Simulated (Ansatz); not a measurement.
# A hypothetical structure for TaRu2

Starting from a made-up structure for TaRu2, the aim is the relaxed cell, its shortest contacts and, where a second run follows, its electronic structure.

Main program and level: Ansatz 0.2.0; DFT, PBE, plane-wave PAW, files of the set soft_1, scalar-relativistic, no spin, cell and ions relaxed at zero pressure; PAW set soft_1.

**1. The structure**

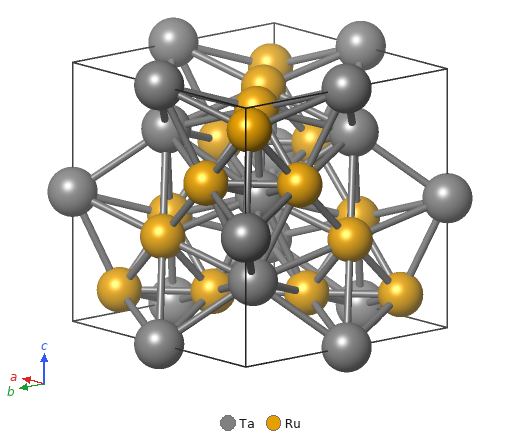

The starting structure, seen from a free direction (tantalum grey, ruthenium orange). This picture shows the conventional cell, with its axes. Some periodic images of atoms are drawn too.

**2. Relaxing cell and atoms**

The guessed cell has no reason to be at equilibrium. It is relaxed with the atoms, within the space group of the guess.

Contents of input.yaml:

```yaml
crystal:
  lattice:
    - [0.0, 3.5115, 3.5115]
    - [3.5115, 0.0, 3.5115]
    - [3.5115, 3.5115, 0.0]
  atoms:
    - { symbol: Ta, position: [0.25, 0.25, 0.25] }
    - { symbol: Ta, position: [0.0, 0.0, 0.0] }
    - { symbol: Ru, position: [0.625, 0.125, 0.625] }
    - { symbol: Ru, position: [0.625, 0.625, 0.125] }
    - { symbol: Ru, position: [0.125, 0.625, 0.625] }
    - { symbol: Ru, position: [0.625, 0.625, 0.625] }
kpoints:
  mp_grid: { grid: [7, 7, 7] }
scf:
  occupations: { method: fermi_dirac, width: 0.05 }
hamiltonian:
  xc: pbe
  pseudopotentials: { kind: paw, azcp: { folder: soft_1 } }
relax:
  f_tol: 0.015
  max_steps: 70
  cell: {}
output:
  forces: true
  stress: true
```

Run with:

```
> ansatz run input.yaml --threads 4 --pin off --max-ram 10240MiB --backend cpu --events-out ev --progress --plain --runs-dir out
```

Numbers of over 12 decimals in the logs are rounded to 6 here.

The program printed:

```text
Engine: ansatz 0.2.0, aarch64-unknown-linux-gnu
Pseudopotentials: kind: paw
Pseudopotential: Ta, paw, valence charge 13, recommended cutoff 420 eV (normal), soft_1/Ta.paw.azcp
Pseudopotential: Ru, paw, valence charge 16, recommended cutoff 420 eV (normal), soft_1/Ru.paw.azcp
Functional definition: PBE
  parameter kappa = 0.804
  parameter beta = 0.066725
  exchange = pbe_x(kappa = kappa, mu = beta*pi^2/3)
  correlation = pbe_c(beta = beta)
Crystal: 6 atoms, lattice volume = 86.598 Å³
Basis set: ecut = 420 eV, 1687 PW (Γ), exchange–correlation on 72×72×72 points (8 copies of the dense FFT grid, shifted against one another)
Bands: 54, of which v1, the nominal top of the filled ones, is band 45 counted from 1 (44 counted from 0)
Symmetry: 48 space group operations
Space group: Fd-3m (ITA 227), of the structure as read, at distance tolerance 4.4e-5 Å
k-points: 20 of 343
Non-local potential: Ta, projectors of the file, l = 0: 3, l = 1: 2, l = 2: 2, l = 3: 1
Non-local potential: Ru, projectors of the file, l = 0: 3, l = 1: 2, l = 2: 2, l = 3: 1
PAW form: soft (Blöchl's): semilocal exchange-correlation on the pseudo side does not see the compensation charge
PAW one-centre angular grid: Ta, 590 points (default); XC on 64 Gauss nodes
PAW one-centre angular grid: Ru, 590 points (default); XC on 64 Gauss nodes
Initial density: superposition of atomic densities (chi_scale 0.1, normalization cell, long waves kept (reshape's long-wave potential 0.00 eV rms))
Initial wavefunctions: pseudopotential atomic-orbital guess
Functional: x = pbe(κ = 0.804, μ = 0.219515), c = pbe(β = 0.066725)
SCF iter   1: F=—  HF=-43393.914165 eV  |F-HF|=—  |Δ(HF+E_count)|=         —  Δρ=2.36e-1  dr2=1.01e2  ethr=3.10e-3  ⟨swp⟩=5.2  Hψ=3325  notcnv=0
preconditioner: auto → Kerker (q_TF=auto, 2.746 Å⁻¹)  [metal: Δε(μ)=0.037 eV  Ē_g=5.318 eV  σ=0.050 eV  W_gap=0.18  n_scr=26 (ndim 8)  ℏωp=25.9 eV  f_vac=0.000  D(μ)=3.06/eV (n_scr^D=14)]
SCF iter   2: F=—  HF=-43383.311026 eV  |F-HF|=—  |Δ(HF+E_count)|=    1.06e1  Δρ=1.02e-1  dr2=2.08e1  ethr=3.10e-3  ⟨swp⟩=3.0  Hψ=2423  notcnv=0  defer=13
SCF iter   3: F=—  HF=-43381.333702 eV  |F-HF|=—  |Δ(HF+E_count)|=    1.98e0  Δρ=2.77e-2  dr2=8.14e-1  ethr=3.10e-3  ⟨swp⟩=3.0  Hψ=1868  notcnv=0  defer=12
SCF iter   4: F=—  HF=-43381.283593 eV  |F-HF|=—  |Δ(HF+E_count)|=   5.01e-2  Δρ=1.01e-2  dr2=1.92e-1  ethr=9.04e-4  ⟨swp⟩=2.4  Hψ=1718  notcnv=0  defer=11
SCF iter   5: F=—  HF=-43381.265272 eV  |F-HF|=—  |Δ(HF+E_count)|=   1.83e-2  Δρ=4.07e-3  dr2=3.38e-2  ethr=2.13e-4  ⟨swp⟩=1.7  Hψ=1121  notcnv=0  defer=11
SCF iter   6: F=—  HF=-43381.261629 eV  |F-HF|=—  |Δ(HF+E_count)|=   3.64e-3  Δρ=6.84e-4  dr2=9.69e-4  ethr=3.75e-5  ⟨swp⟩=1.4  Hψ=1092  notcnv=0  defer=10
SCF iter   7: F=—  HF=-43381.261541 eV  |F-HF|=—  |Δ(HF+E_count)|=   8.77e-5  Δρ=4.00e-5  dr2=1.30e-6  ethr=1.08e-6  ⟨swp⟩=1.9  Hψ=1270  notcnv=0  defer=10
SCF iter   8: F=—  HF=-43381.261546 eV  |F-HF|=—  |Δ(HF+E_count)|=   5.26e-6  Δρ=2.16e-5  dr2=8.10e-7  ethr=1.11e-10  ⟨swp⟩=5.0  Hψ=4110  notcnv=0
SCF iter   9: F=-43381.261546 eV  HF=-43381.261546 eV  |F-HF|=1.55e-8  |Δ(HF+E_count)|=   8.72e-8  Δρ=3.78e-6  dr2=1.76e-8  ethr=1.11e-10  ⟨swp⟩=3.0  Hψ=3691  notcnv=0
SCF 1 converged in 9 iterations: F = -43381.261546 eV  dr2 = 1.76e-8
  greatest PAW one-centre occupation: 1.000 electrons in one spin orbital (limit 2), on the Ru atom at site 5 (counted from 0), in its partial waves of l = 0
relax step   1: F+E_penalty+E_count = -43381.26154629 eV  Δ(F+E_penalty+E_count) = +0.000e0 eV  max|allowed force component| = 1.041e-17 eV/Å  Δτ_max = 0.0000 Å  P = +24.470 GPa  Ω = 86.598 Å³  (9 SCF iters, dr2 threshold 1.00e-7 eV, accepted)
Crystal: 6 atoms, lattice volume = 99.890 Å³
Basis set: ecut = 420 eV, 1917 PW (Γ), exchange–correlation on 72×72×72 points (8 copies of the dense FFT grid, shifted against one another)
Initial density: handed on by an earlier stage of this run
Initial wavefunctions: those handed on with the density
SCF iter   1: F=—  HF=-43381.921150 eV  |F-HF|=—  |Δ(HF+E_count)|=         —  Δρ=4.83e-2  dr2=6.63e0  ethr=3.10e-3  ⟨swp⟩=5.9  Hψ=3458  notcnv=0
preconditioner: auto → Kerker (q_TF=auto, 2.681 Å⁻¹)  [metal: Δε(μ)=0.026 eV  Ē_g=4.349 eV  σ=0.050 eV  W_gap=0.13  n_scr=26 (ndim 8)  ℏωp=24.1 eV  f_vac=0.000  D(μ)=7.78/eV (n_scr^D=88)]
SCF iter   2: F=—  HF=-43381.520935 eV  |F-HF|=—  |Δ(HF+E_count)|=   4.00e-1  Δρ=2.16e-2  dr2=1.45e0  ethr=3.10e-3  ⟨swp⟩=1.0  Hψ=1260  notcnv=0
SCF iter   3: F=—  HF=-43381.407214 eV  |F-HF|=—  |Δ(HF+E_count)|=   1.14e-1  Δρ=2.78e-3  dr2=1.20e-2  ethr=1.62e-3  ⟨swp⟩=1.9  Hψ=1147  notcnv=0  defer=1
SCF iter   4: F=—  HF=-43381.406633 eV  |F-HF|=—  |Δ(HF+E_count)|=   5.82e-4  Δρ=5.44e-4  dr2=1.96e-4  ethr=1.34e-5  ⟨swp⟩=2.1  Hψ=1477  notcnv=0  defer=8
SCF iter   5: F=—  HF=-43381.406646 eV  |F-HF|=—  |Δ(HF+E_count)|=   1.35e-5  Δρ=1.31e-4  dr2=2.27e-5  ethr=2.18e-7  ⟨swp⟩=2.4  Hψ=1669  notcnv=0  defer=8
SCF iter   6: F=—  HF=-43381.406645 eV  |F-HF|=—  |Δ(HF+E_count)|=   9.55e-7  Δρ=2.76e-5  dr2=1.70e-6  ethr=2.53e-8  ⟨swp⟩=1.9  Hψ=1188  notcnv=0  defer=8
SCF iter   7: F=-43381.406645 eV  HF=-43381.406645 eV  |F-HF|=9.08e-8  |Δ(HF+E_count)|=   1.08e-7  Δρ=6.36e-6  dr2=1.09e-7  ethr=6.67e-10  ⟨swp⟩=3.2  Hψ=3007  notcnv=0
SCF 2 converged in 7 iterations: F = -43381.406645 eV  dr2 = 1.09e-7
  greatest PAW one-centre occupation: 1.000 electrons in one spin orbital (limit 2), on the Ru atom at site 3 (counted from 0), in its partial waves of l = 0
relax step   2: F+E_penalty+E_count = -43381.40664516 eV  Δ(F+E_penalty+E_count) = -1.451e-1 eV  max|allowed force component| = 2.197e-17 eV/Å  Δτ_max = 0.0000 Å  P = -15.426 GPa  Ω = 99.890 Å³  energy of the carried Pulay correction = -1.716e-2 eV  (7 SCF iters, dr2 threshold 6.00e-7 eV, accepted)
Crystal: 6 atoms, lattice volume = 94.295 Å³
Basis set: ecut = 420 eV, 1837 PW (Γ), exchange–correlation on 72×72×72 points (8 copies of the dense FFT grid, shifted against one another)
iter 1 solved again at ethr=9.38e-4 eV; its pass at ethr=3.10e-3 eV (dr2=8.44e-1 eV) is discarded
SCF iter   1: F=—  HF=-43381.804128 eV  |F-HF|=—  |Δ(HF+E_count)|=         —  Δρ=1.82e-2  dr2=8.46e-1  ethr=9.38e-4  ⟨swp⟩=1.0  Hψ=4772  notcnv=0
preconditioner: auto → Kerker (q_TF=auto, 2.707 Å⁻¹)  [metal: Δε(μ)=0.010 eV  Ē_g=4.527 eV  σ=0.050 eV  W_gap=0.05  n_scr=26 (ndim 8)  ℏωp=24.8 eV  f_vac=0.000  D(μ)=7.53/eV (n_scr^D=88)]
SCF iter   2: F=—  HF=-43381.750765 eV  |F-HF|=—  |Δ(HF+E_count)|=   5.34e-2  Δρ=8.12e-3  dr2=1.85e-1  ethr=9.38e-4  ⟨swp⟩=1.0  Hψ=1080  notcnv=0
SCF iter   3: F=—  HF=-43381.735796 eV  |F-HF|=—  |Δ(HF+E_count)|=   1.50e-2  Δρ=1.14e-3  dr2=2.18e-3  ethr=2.06e-4  ⟨swp⟩=1.8  Hψ=1148  notcnv=0
SCF iter   4: F=—  HF=-43381.735572 eV  |F-HF|=—  |Δ(HF+E_count)|=   2.24e-4  Δρ=1.97e-4  dr2=3.29e-5  ethr=2.42e-6  ⟨swp⟩=2.1  Hψ=1517  notcnv=0
SCF iter   5: F=—  HF=-43381.735577 eV  |F-HF|=—  |Δ(HF+E_count)|=   4.99e-6  Δρ=4.19e-5  dr2=1.27e-6  ethr=3.65e-8  ⟨swp⟩=1.9  Hψ=1273  notcnv=0
SCF iter   6: F=-43381.735577 eV  HF=-43381.735577 eV  |F-HF|=3.97e-8  |Δ(HF+E_count)|=   1.68e-8  Δρ=7.71e-6  dr2=7.48e-8  ethr=6.67e-10  ⟨swp⟩=4.0  Hψ=3272  notcnv=0
SCF 3 converged in 6 iterations: F = -43381.735577 eV  dr2 = 7.48e-8
relax step   3: F+E_penalty+E_count = -43381.73557678 eV  Δ(F+E_penalty+E_count) = -3.289e-1 eV  max|allowed force component| = 1.927e-17 eV/Å  Δτ_max = 0.0000 Å  P = -2.298 GPa  Ω = 94.295 Å³  energy of the carried Pulay correction = -1.024e-2 eV  (6 SCF iters, dr2 threshold 6.00e-7 eV, accepted)
Crystal: 6 atoms, lattice volume = 93.379 Å³
iter 1 solved again at ethr=2.76e-5 eV; its pass at ethr=3.10e-3 eV (dr2=2.48e-2 eV) is discarded
SCF iter   1: F=—  HF=-43381.744561 eV  |F-HF|=—  |Δ(HF+E_count)|=         —  Δρ=3.09e-3  dr2=2.45e-2  ethr=2.76e-5  ⟨swp⟩=1.0  Hψ=3587  notcnv=0
preconditioner: auto → Kerker (q_TF=auto, 2.712 Å⁻¹)  [metal: Δε(μ)=0.016 eV  Ē_g=4.603 eV  σ=0.050 eV  W_gap=0.08  n_scr=26 (ndim 8)  ℏωp=24.9 eV  f_vac=0.000  D(μ)=7.41/eV (n_scr^D=64)]
SCF iter   2: F=—  HF=-43381.743014 eV  |F-HF|=—  |Δ(HF+E_count)|=   1.55e-3  Δρ=1.40e-3  dr2=5.53e-3  ethr=2.73e-5  ⟨swp⟩=1.0  Hψ=1080  notcnv=0
SCF iter   3: F=—  HF=-43381.742556 eV  |F-HF|=—  |Δ(HF+E_count)|=   4.58e-4  Δρ=1.91e-4  dr2=5.72e-5  ethr=6.14e-6  ⟨swp⟩=1.4  Hψ=1091  notcnv=0
SCF iter   4: F=—  HF=-43381.742553 eV  |F-HF|=—  |Δ(HF+E_count)|=   2.90e-6  Δρ=3.03e-5  dr2=6.47e-7  ethr=6.36e-8  ⟨swp⟩=2.0  Hψ=1519  notcnv=0
iter 5 did not close the SCF: its close was put off for the readings that it lacked (scf_convergence_deferred on its scf_iter line)
SCF iter   5: F=-43381.742553 eV  HF=-43381.742553 eV  |F-HF|=1.12e-8  |Δ(HF+E_count)|=   4.33e-8  Δρ=6.65e-6  dr2=3.79e-8  ethr=7.19e-10  ⟨swp⟩=2.5  Hψ=2004  notcnv=0
SCF iter   6: F=-43381.742553 eV  HF=-43381.742553 eV  |F-HF|=8.66e-10  |Δ(HF+E_count)|=   3.06e-9  Δρ=1.30e-6  dr2=1.82e-9  ethr=4.21e-11  ⟨swp⟩=1.4  Hψ=2832  notcnv=0
SCF 4 converged in 6 iterations: F = -43381.742553 eV  dr2 = 1.82e-9
relax step   4: F+E_penalty+E_count = -43381.74255333 eV  Δ(F+E_penalty+E_count) = -6.977e-3 eV  max|allowed force component| = 2.197e-17 eV/Å  Δτ_max = 0.0000 Å  P = +0.289 GPa  Ω = 93.379 Å³  energy of the carried Pulay correction = -9.069e-3 eV  (6 SCF iters, dr2 threshold 6.00e-7 eV, accepted)
Crystal: 6 atoms, lattice volume = 93.478 Å³
iter 1 solved again at ethr=3.23e-7 eV; its pass at ethr=3.10e-3 eV (dr2=2.91e-4 eV) is discarded
SCF iter   1: F=—  HF=-43381.742544 eV  |F-HF|=—  |Δ(HF+E_count)|=         —  Δρ=3.36e-4  dr2=2.94e-4  ethr=3.23e-7  ⟨swp⟩=1.0  Hψ=3414  notcnv=0
preconditioner: auto → Kerker (q_TF=auto, 2.711 Å⁻¹)  [metal: Δε(μ)=0.031 eV  Ē_g=4.603 eV  σ=0.050 eV  W_gap=0.15  n_scr=26 (ndim 8)  ℏωp=24.9 eV  f_vac=0.000  D(μ)=7.46/eV (n_scr^D=64)]
SCF iter   2: F=—  HF=-43381.742529 eV  |F-HF|=—  |Δ(HF+E_count)|=   1.49e-5  Δρ=1.54e-4  dr2=6.66e-5  ethr=3.23e-7  ⟨swp⟩=1.0  Hψ=1080  notcnv=0
SCF iter   3: F=—  HF=-43381.742516 eV  |F-HF|=—  |Δ(HF+E_count)|=   1.23e-5  Δρ=2.06e-5  dr2=6.75e-7  ethr=7.39e-8  ⟨swp⟩=1.4  Hψ=1091  notcnv=0
iter 4 did not close the SCF: its close was put off for the readings that it lacked (scf_convergence_deferred on its scf_iter line)
SCF iter   4: F=-43381.742516 eV  HF=-43381.742516 eV  |F-HF|=1.26e-9  |Δ(HF+E_count)|=   6.10e-8  Δρ=3.23e-6  dr2=7.06e-9  ethr=7.50e-10  ⟨swp⟩=2.0  Hψ=1520  notcnv=0
iter 5 did not close the SCF: its close was put off for the readings that it lacked (scf_convergence_deferred on its scf_iter line)
SCF iter   5: F=-43381.742516 eV  HF=-43381.742516 eV  |F-HF|=1.60e-10  |Δ(HF+E_count)|=  3.64e-10  Δρ=7.03e-7  dr2=4.67e-10  ethr=7.85e-12  ⟨swp⟩=2.5  Hψ=2007  notcnv=0
SCF iter   6: F=-43381.742516 eV  HF=-43381.742516 eV  |F-HF|=0.00e0  |Δ(HF+E_count)|=  3.64e-11  Δρ=1.33e-7  dr2=2.18e-11  ethr=1.00e-12  ⟨swp⟩=1.0  Hψ=2250  notcnv=0
SCF 5 converged in 6 iterations: F = -43381.742516 eV  dr2 = 2.18e-11
relax step   5: F+E_penalty+E_count = -43381.74251624 eV  Δ(F+E_penalty+E_count) = +3.709e-5 eV  max|allowed force component| = 2.737e-17 eV/Å  Δτ_max = 0.0000 Å  P = +0.003 GPa  Ω = 93.478 Å³  energy of the carried Pulay correction = -9.197e-3 eV  (6 SCF iters, dr2 threshold 2.09e-7 eV, accepted)
Initial wavefunctions: pseudopotential atomic-orbital guess (no wavefunctions were taken with the density)
iter 1 solved again at ethr=5.59e-8 eV; its pass at ethr=3.10e-3 eV (dr2=5.03e-5 eV) is discarded
SCF iter   1: F=—  HF=-43381.751868 eV  |F-HF|=—  |Δ(HF+E_count)|=         —  Δρ=5.48e-4  dr2=1.00e-5  ethr=5.59e-8  ⟨swp⟩=3.0  Hψ=5997  notcnv=0
preconditioner: auto → Kerker (q_TF=auto, 2.711 Å⁻¹)  [metal: Δε(μ)=0.029 eV  Ē_g=4.602 eV  σ=0.050 eV  W_gap=0.15  n_scr=26 (ndim 8)  ℏωp=24.9 eV  f_vac=0.000  D(μ)=7.45/eV (n_scr^D=64)]
SCF iter   2: F=—  HF=-43381.752196 eV  |F-HF|=—  |Δ(HF+E_count)|=   3.28e-4  Δρ=2.79e-4  dr2=2.44e-6  ethr=1.11e-8  ⟨swp⟩=1.0  Hψ=1080  notcnv=0
SCF iter   3: F=—  HF=-43381.752304 eV  |F-HF|=—  |Δ(HF+E_count)|=   1.08e-4  Δρ=1.46e-5  dr2=2.93e-8  ethr=2.71e-9  ⟨swp⟩=2.0  Hψ=1912  notcnv=0
SCF iter   4: F=—  HF=-43381.752305 eV  |F-HF|=—  |Δ(HF+E_count)|=   2.31e-7  Δρ=2.56e-6  dr2=4.97e-9  ethr=3.25e-11  ⟨swp⟩=3.0  Hψ=2096  notcnv=0
SCF iter   5: F=—  HF=-43381.752305 eV  |F-HF|=—  |Δ(HF+E_count)|=   4.36e-9  Δρ=3.68e-7  dr2=1.12e-10  ethr=5.52e-12  ⟨swp⟩=2.2  Hψ=1378  notcnv=0
SCF iter   6: F=-43381.752305 eV  HF=-43381.752305 eV  |F-HF|=1.46e-11  |Δ(HF+E_count)|=  1.46e-11  Δρ=5.13e-8  dr2=9.39e-13  ethr=1.00e-12  ⟨swp⟩=3.5  Hψ=3111  notcnv=0
SCF 6 converged in 6 iterations: F = -43381.752305 eV  dr2 = 9.39e-13
  greatest PAW one-centre occupation: 1.000 electrons in one spin orbital (limit 2), on the Ru atom at site 4 (counted from 0), in its partial waves of l = 0
relax step   6: F+E_penalty+E_count = -43381.75230455 eV  Δ(F+E_penalty+E_count) = -9.788e-3 eV  max|allowed force component| = 2.274e-17 eV/Å  Δτ_max = 0.0000 Å  P = +0.037 GPa  Ω = 93.478 Å³  stress off target by 3.70e-2 GPa  SCF on the basis re-selected at this cell (its energy is not comparable with the rows above)  (6 SCF iters)
basis re-selected at this cell: Δ(F+E_penalty+E_count) = -9.788e-3 eV, ΔP = +0.034 GPa vs the last step (what re-selecting the basis moved, of the pressure what is left beyond the Pulay correction that the steps carried, after the strain that the cell walked since its last selection, with what the two solves' SCF thresholds leave and, on support functions, any second-order correction that the steps lacked; it is no m [...]
SCF converged after 6 iterations
Free energy (F): -43381.752305 eV
Harris-Foulkes:  -43381.752305 eV  (|F-HF|=1.46e-11)
Internal energy: -43381.691832 eV  (E = F + TS)
E sigma→0 (E₀):  -43381.722068 eV
Entropy (-TS):   -0.060473 eV (-10.079 meV/atom)
Fermi energy:    20.951411 eV
--- Per-component energies (eV) ---
  E_band       = -549.511887
  E_kinetic    = 2620.400722
  E_local      = -7120.354742  (includes V_loc(G=0)·N_el)
  E_nonlocal   = 1629.634000
  E_hartree    = 2498.222106
  E_xc         = -1320.534952
  E_vxc        = -1324.694026  (∫ρ·V_xc dr)
  E_paw        = -30615.631988  (= ΣΔE_a)
  E_vpaw       = -1350.944929  (= ΣTr[D̂ρ^β])
  E_aug_tail   = 0.002871  (compensation charges beyond the density's cutoff)
  E_ewald      = -11073.429849
  E_smearing   = -0.060473  (= −TS)
  E_closure    = 0.000000  (closes the sum)
  Σ components = -43381.752305   (vs F -43381.752305, Δ=0.00e0)
--- Forces (eV/Å), atoms counted from 1 ---
  atom   1  Ta    -0.00000000    -0.00000000    -0.00000000
  atom   2  Ta     0.00000000    -0.00000000     0.00000000
  atom   3  Ru     0.00000000    -0.00000000     0.00000000
  atom   4  Ru     0.00000000    -0.00000000    -0.00000000
  atom   5  Ru     0.00000000    -0.00000000     0.00000000
  atom   6  Ru     0.00000000    -0.00000000     0.00000000
  max |Σ_I F_I| component: 4.63e-18 eV/Å
--- Stress (GPa, compression-positive) ---
        0.037001       0.000000       0.000000
        0.000000       0.037001       0.000000
        0.000000      -0.000000       0.037001
  P = ⅓ Tr σ = 0.0370 GPa (0.370 kbar)
--- Relaxed structure (5 steps of the walk, 5 accepted, 1 SCFs on fresh bases) ---
  F+E_penalty+E_count = -43381.75230455 eV   max|allowed force component| = 2.274e-17 eV/Å   (the final SCF, on the basis selected at the relaxed cell)
  cell:  # Å, volume = 93.4782 Å³
    - [0, 3.602136, 3.602136]
    - [3.602136, 0, 3.602136]
    - [3.602136, 3.602136, 0]
  atoms:
    - { symbol: Ta, position: [0.250000, 0.250000, 0.250000] }
    - { symbol: Ta, position: [0, 0, 0] }
    - { symbol: Ru, position: [0.625, 0.125000, 0.625] }
    - { symbol: Ru, position: [0.625, 0.625, 0.125000] }
    - { symbol: Ru, position: [0.125000, 0.625, 0.625] }
    - { symbol: Ru, position: [0.625, 0.625, 0.625] }
```

Run time: 8.2 s. Hardware: 4 threads of Arm Neoverse V1, shared host; peak memory 0.48 GiB.

Step by step:

| step | energy less that of the first step (eV) | largest force component (eV/Å) | pressure (GPa) | volume (Å³) |
| --- | --- | --- | --- | --- |
| 1 | 0.0000 | 0.0000 | 24.47 | 86.60 |
| 2 | -0.1451 | 0.0000 | -15.43 | 99.89 |
| 3 | -0.4740 | 0.0000 | -2.30 | 94.29 |
| 4 | -0.4810 | 0.0000 | 0.29 | 93.38 |
| 5 | -0.4810 | 0.0000 | 0.00 | 93.48 |
| 6* | -0.4908 | 0.0000 | 0.04 | 93.48 |

Relaxation steps marked * repeat the geometry before them on a plane-wave basis chosen anew for their cell, so energy and pressure can jump there.

Forces are held to the 48 operations that the run works with; a distortion that breaks them can't arise in this run.

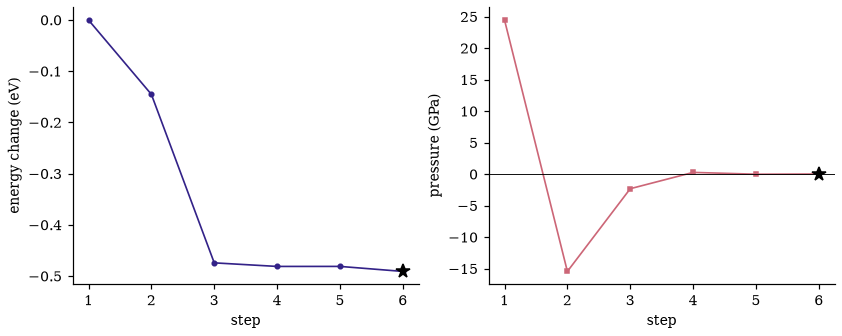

Energy and pressure along the relaxation. Stars mark steps on a basis chosen anew.

```csv
"conventional cell, symmetrised",before,after,change
a (Å),7.023,7.204,+2.6 %
b (Å),7.023,7.204,+2.6 %
c (Å),7.023,7.204,+2.6 %
volume (Å³/atom),14.43,15.58,+7.9 %
```

The relaxed structure:

```xyz
6
Lattice="0.0000 3.6021 3.6021 3.6021 0.0000 3.6021 3.6021 3.6021 0.0000" Properties=species:S:1:pos:R:3 pbc="T T T"
Ta    1.8011    1.8011    1.8011
Ta    0.0000    0.0000    0.0000
Ru    2.7016    4.5027    2.7016
Ru    2.7016    2.7016    4.5027
Ru    4.5027    2.7016    2.7016
Ru    4.5027    4.5027    4.5027
```

This step gave:

```yaml
free_energy: -43381.7523 eV
energy_at_zero_smearing: -43381.7221 eV
smearing_term_ts: 0.06047 eV
fermi_energy: 20.95 eV
electrons: 90
symmetry_operations: 48
pressure: 0.03700 GPa
```

Shortest distances by pair of elements, guess and relaxed (not always the same contact):

```
 pair  guess (Å)  relaxed (Å)
Ru–Ru      2.483        2.547
Ru–Ta      2.912        2.987
Ta–Ta      3.041        3.120
```

The relaxation ends with a pressure of 0.04 GPa.

**3. What came out**

```
space group, relaxed : Fd-3m
conventional cell    : a = 7.204, b = 7.204, c = 7.204 Å; α = 90.0°, β = 90.0°, γ = 90.0°
volume per atom      : 15.58 Å³ (guess 14.43)
```

What this shows: TaRu2 relaxes to Fd-3m with a = 7.204, b = 7.204 and c = 7.204 Å. The guessed volume was 7 % too small. The space group Fd-3m was held in the relaxation, so the end point is a stationary structure within it and may be a saddle against distortions or other arrangements. Mesh and cutoff weren't tested. Spin-orbit coupling is left out, which can matter for elements this heavy. No dispersion term is used, so weakly bound directions may come out too long. The runs have no spin, and magnetism wasn't tested. Nothing here tests whether the compound is stable against decomposition.

[Logs are printed without paths, hosts, clocks, repeated set-up lines and the standing remarks that a program may print on its own settings, such as how far it seeks lower states.]

[Hosts, paths, dates, database ids (printed as entryN), source tags and the programs' standing remarks are cut or masked in the printed files.]
